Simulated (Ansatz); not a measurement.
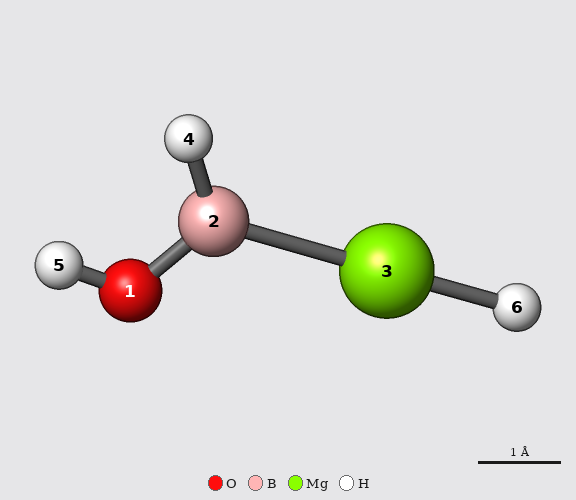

Numbered structure. The geometry was computed by an optimisation with PBE-D4/def2-SVP. No frequency run is at hand to confirm it as a minimum.

Q: Describe the coordination of atom 3.

A: Mg3 has 2 neighbours (B2 at 2.31, H6 at 1.73 Å); the arrangement is linear.

Q: What is the geometry at O1?

A: O1 has 2 neighbours (B2 at 1.37, H5 at 0.98 Å); the arrangement is bent.

Q: What is the geometry at B2?

A: B2 has 3 neighbours (O1 at 1.37, Mg3 at 2.31, H4 at 1.24 Å); the arrangement is trigonal planar.
